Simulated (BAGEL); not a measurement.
# OF (Oxygen monofluoride) at CASPT2(13,8)/aug-cc-pVTZ (density fitting with cc-pvqz-jkfit)

What is the vertical electron affinity of OF (Oxygen monofluoride) at CASPT2(13,8)/aug-cc-pVTZ (density fitting with cc-pvqz-jkfit)? 

The results are computed with BAGEL 1.2.2.

8 further runs of the same task are left out: 8 set aside as unsound or not needed.

**1. The molecule**

OF has 2 atoms, charge 0, and is taken as a doublet. SMILES: `[O]F`. The coordinates come from a PBE0-D4/def2-TZVP relaxation.

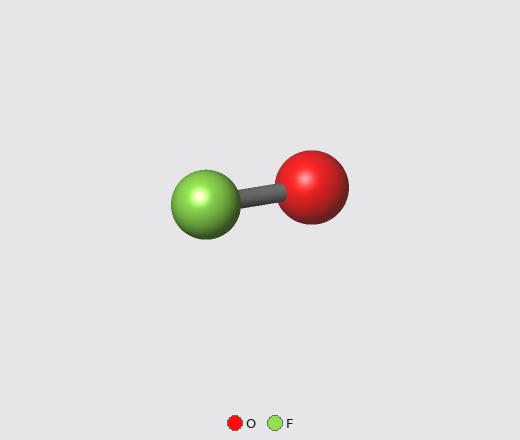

Viewed from a chosen angle; oxygen red, fluorine green.

**2. A single-point energy at CASPT2(13,8)/aug-cc-pVTZ (density fitting with cc-pvqz-jkfit)**

File caspt2.json:

```json
{ "bagel": [

{
  "title": "molecule",
  "basis": "aug-cc-pvtz.json",
  "df_basis": "cc-pvqz-jkfit",
  "angstrom": true,
  "geometry": [
    { "atom": "O", "xyz": [       0.000000,       0.000000,      -0.015950 ] },
    { "atom": "F", "xyz": [       0.000000,       0.000000,       1.314400 ] }
  ]
},

{ "title": "hf", "charge": 1 },

{ "title": "casscf", "nstate": 1, "nact": 8, "nclosed": 2, "nspin": 1, "maxiter": 200, "natocc": true },

{ "title": "print", "file": "orbitals.molden", "orbitals": true },

{ "title": "smith", "method": "caspt2", "ms": true, "xms": true, "sssr": true, "shift": 0.0, "ncore": 2 }

]}
```

The basis set aug-cc-pVTZ is read from a file made from the Basis Set Exchange's data (not shown).

Started as:

```bash
$ BAGEL_NUM_THREADS=1 BAGEL caspt2.json > caspt2.out
```

Standard output:

```text
* using 1 threads per process

  ===============================================================
  ===============================================================

  *** Geometry ***

  { "atom" : "O", "xyz" : [      0.000000,      0.000000,     -0.030141 ] },
  { "atom" : "F", "xyz" : [      0.000000,      0.000000,      2.483856 ] },

  Number of auxiliary basis functions:      212

  Since a DF basis is specified, we compute 2- and 3-index integrals:
    o Being stored without compression. Storage requirement is 0.014 GB

  Number of basis functions:       92
  Number of electrons      :       17

    * METHOD: MOLECULE                             0.06

  *** RHF ***

  === Nuclear Repulsion ===
    28.6396505944

      * DIIS with orbital gradients will be used.

  === RHF iteration (aug-cc-pvtz.json) ===
      0       -173.48392076          0.02295982           0.01
      1       -173.45029421          0.02768887           0.01
      2       -173.61196031          0.00309353           0.01
      3       -173.61615248          0.00137769           0.01
      4       -173.61795218          0.00093077           0.01
      5       -173.61954567          0.00033196           0.01
      6       -173.61962287          0.00005662           0.01
      7       -173.61962655          0.00001218           0.01
      8       -173.61962659          0.00000275           0.01
      9       -173.61962660          0.00000103           0.01
     10       -173.61962660          0.00000027           0.01
     11       -173.61962660          0.00000009           0.01
     12       -173.61962660          0.00000001           0.01
     13       -173.61962660          0.00000000           0.01
    * SCF iteration converged.

    * Permanent dipole moment:
           (   -0.000000,    -0.000000,     0.552902) a.u.

    * METHOD: HF                                   0.21

  ---------------------------
      CASSCF calculation
  ---------------------------

    * nstate   :      1
    * nclosed  :      2
    * nact     :      8
    * nvirt    :     82
  === CASSCF iteration (aug-cc-pvtz.json) ===

    * Using the second-order algorithm

      0  0      -174.18195845     3.19e-02      0.02

      1  0      -174.25115111     2.56e-03      0.13

      2  0      -174.25332203     3.85e-04      0.12

      3  0      -174.25333437     1.02e-04      0.13

      4  0      -174.25333509     3.26e-05      0.13

      5  0      -174.25333515     1.06e-05      0.13

      6  0      -174.25333516     3.45e-06      0.13

      7  0      -174.25333516     1.13e-06      0.12

      8  0      -174.25333516     3.68e-07      0.11

      9  0      -174.25333516     1.20e-07      0.10

     10  0      -174.25333516     3.93e-08      0.10

     11  0      -174.25333516     1.28e-08      0.09

     12  0      -174.25333516     4.18e-09      0.08

    * Second-order optimization converged. *

     guess   0:   closed 111111..             open ......1.

  === FCI iteration ===

      0  0      -174.18378219     2.33e-02      0.00
      1  0      -174.24428607     8.39e-03      0.00
      2  0      -174.25239459     2.35e-03      0.00
      3  0      -174.25321002     7.61e-04      0.00
      4  0      -174.25331561     2.80e-04      0.00
      5  0      -174.25333286     1.22e-04      0.00
      6  0      -174.25333502     3.44e-05      0.00
      7  0      -174.25333515     8.88e-06      0.00
      8  0      -174.25333516     1.93e-06      0.00
      9  0      -174.25333516     4.67e-07      0.00
     10  0      -174.25333516     1.19e-07      0.00
     11  0      -174.25333516     2.62e-08      0.00
     12  0      -174.25333516     4.64e-09      0.00
     13  0      -174.25333516     8.51e-10      0.00
     14  0      -174.25333516     2.78e-10      0.00
     15  0      -174.25333516     1.06e-10      0.00
     16  0 *    -174.25333516     2.71e-11      0.00

     * ci vector, state   0, <S^2> = 0.7500
       222222a.     0.9776662185
       22222.a2     0.1548924122
       2222ab2a    -0.0909498940
       2222aa2b    -0.0760617322

    * METHOD: CASSCF                               1.41

    * METHOD: PRINT                                0.02

  === SMITH program ===

    * freezing 2 orbitals

    * Approximate memory requirement for SMITH calulation per MPI process:
      o Storage requirement for T-amplitude, lambda, and residual is 0.01 GB
      o Storage requirement for MO integrals is 0.00 GB
    * Calculating and saving rdm4f

    * Zeroth order energy : state  0      -11.8624280029

    * CASPT2 iteration is performed using redundant basis

      ---- iteration ----

        0    -0.41203269     0.00573666      0.15
        1    -0.41264633     0.00030250      0.16
        2    -0.41265104     0.00002812      0.16
        3    -0.41265106     0.00000169      0.16
        4    -0.41265106     0.00000022      0.17

      -------------------

    * CASPT2 energy : state  0     -174.6659862203
        reference weight              0.9247140296

    * METHOD: SMITH                                1.64

  ===============================================================
```

Run time: 3.6 s. Hardware: 1 thread of Arm Neoverse V1, shared host.

**3. The singlet anion at the same level**

File caspt2.json:

```json
{ "bagel" : [

{
  "title" : "molecule",
  "basis" : "aug-cc-pvtz.json",
  "df_basis" : "cc-pvqz-jkfit",
  "angstrom" : true,
  "geometry" : [
    { "atom" : "O", "xyz" : [       0.000000,       0.000000,      -0.015950 ] },
    { "atom" : "F", "xyz" : [       0.000000,       0.000000,       1.314400 ] }
  ]
},

{ "title" : "hf", "charge" : -1 },

{ "title" : "casscf", "nstate" : 1, "nact" : 8, "nclosed" : 2, "charge" : -1, "maxiter" : 200, "natocc" : true },

{ "title" : "print", "file" : "orbitals.molden", "orbitals" : true },

{ "title" : "smith", "method" : "caspt2", "ms" : true, "xms" : true, "sssr" : true, "shift" : 0.0, "ncore" : 2 }

]}
```

The basis set aug-cc-pVTZ is read from a file made from the Basis Set Exchange's data (not shown).

Started as:

```bash
$ BAGEL_NUM_THREADS=1 BAGEL caspt2.json > caspt2.out
```

Standard output:

```text
* using 1 threads per process

  ===============================================================
  ===============================================================

  *** Geometry ***

  { "atom" : "O", "xyz" : [      0.000000,      0.000000,     -0.030141 ] },
  { "atom" : "F", "xyz" : [      0.000000,      0.000000,      2.483856 ] },

  Number of auxiliary basis functions:      212

  Since a DF basis is specified, we compute 2- and 3-index integrals:
    o Being stored without compression. Storage requirement is 0.014 GB

  Number of basis functions:       92
  Number of electrons      :       17

    * METHOD: MOLECULE                             0.05

  *** RHF ***

  === Nuclear Repulsion ===
    28.6396505944

      * DIIS with orbital gradients will be used.

  === RHF iteration (aug-cc-pvtz.json) ===
      0       -174.05606888          0.01754994           0.01
      1       -174.16179161          0.01171179           0.01
      2       -174.20988625          0.00103274           0.01
      3       -174.21025884          0.00025730           0.01
      4       -174.21029522          0.00006359           0.01
      5       -174.21029662          0.00002489           0.01
      6       -174.21029691          0.00000737           0.01
      7       -174.21029695          0.00000203           0.01
      8       -174.21029695          0.00000091           0.01
      9       -174.21029695          0.00000026           0.01
     10       -174.21029695          0.00000006           0.01
     11       -174.21029695          0.00000002           0.01
     12       -174.21029695          0.00000000           0.01
    * SCF iteration converged.

    * Permanent dipole moment:
           (   -0.000000,    -0.000000,    -0.667838) a.u.

    * METHOD: HF                                   0.21

  ---------------------------
      CASSCF calculation
  ---------------------------

    * nstate   :      1
    * nclosed  :      2
    * nact     :      8
    * nvirt    :     82
  === CASSCF iteration (aug-cc-pvtz.json) ===

    * Using the second-order algorithm

      0  0      -174.21031069     8.73e-06      0.02

      1  0      -174.21058690     1.91e-04      0.07

      2  0      -174.21272135     8.16e-04      0.17

      3  0      -174.22529748     1.31e-03      0.13

      4  0      -174.23503647     1.99e-03      0.17

      5  0      -174.24585888     2.29e-03      0.18

      6  0      -174.24983826     1.28e-03      0.19

      7  0      -174.25036075     4.48e-04      0.19

      8  0      -174.25040183     1.33e-04      0.20

      9  0      -174.25040478     3.78e-05      0.19

     10  0      -174.25040499     1.08e-05      0.20

     11  0      -174.25040501     3.23e-06      0.20

     12  0      -174.25040501     1.02e-06      0.21

     13  0      -174.25040501     3.38e-07      0.20

     14  0      -174.25040501     1.17e-07      0.19

     15  0      -174.25040501     4.20e-08      0.16

     16  0      -174.25040501     1.54e-08      0.14

     17  0      -174.25040501     5.69e-09      0.13

    * Second-order optimization converged. *

     guess   0:   closed 1111111.             open ........

  === FCI iteration ===

      0  0      -174.20880316     3.48e-02      0.00
      1  0      -174.24871519     6.63e-03      0.00
      2  0      -174.25030692     1.55e-03      0.00
      3  0      -174.25040162     3.13e-04      0.00
      4  0      -174.25040496     4.36e-05      0.00
      5  0      -174.25040501     3.96e-06      0.00
      6  0      -174.25040501     6.25e-07      0.00
      7  0      -174.25040501     7.76e-08      0.00
      8  0      -174.25040501     7.78e-09      0.00
      9  0      -174.25040501     1.09e-09      0.00
     10  0      -174.25040501     1.47e-10      0.00
     11  0 *    -174.25040501     2.20e-11      0.00

     * ci vector, state   0, <S^2> = 0.0000
       2222222.     0.9879495129
       222222.2    -0.1475388716

    * METHOD: CASSCF                               2.95

    * METHOD: PRINT                                0.02

  === SMITH program ===

    * freezing 2 orbitals

    * Approximate memory requirement for SMITH calulation per MPI process:
      o Storage requirement for T-amplitude, lambda, and residual is 0.01 GB
      o Storage requirement for MO integrals is 0.00 GB
    * Calculating and saving rdm4f

    * Zeroth order energy : state  0       -7.3235924441

    * CASPT2 iteration is performed using redundant basis

      ---- iteration ----

        0    -0.47332699     0.00799455      0.16
        1    -0.47442509     0.00056117      0.16
        2    -0.47444114     0.00007062      0.16
        3    -0.47444126     0.00000539      0.16
        4    -0.47444126     0.00000086      0.16

      -------------------

    * CASPT2 energy : state  0     -174.7248462649
        reference weight              0.9080797109

    * METHOD: SMITH                                1.53

  ===============================================================
```

It took 5.1 s on 1 thread of Arm Neoverse V1, shared host.

**4. Summary of results**

Level: CASPT2(13,8)/aug-cc-pVTZ (density fitting with cc-pvqz-jkfit), 2 core orbitals frozen.

| quantity | value |
| --- | --- |
| doublet OF: total energy | -174.66599 Eh |
| singlet anion: total energy | -174.72485 Eh |
| vertical electron affinity (to the singlet anion) | 1.602 eV |

In words: At fixed nuclei the extra electron is bound by 1.60 eV (155 kJ/mol).
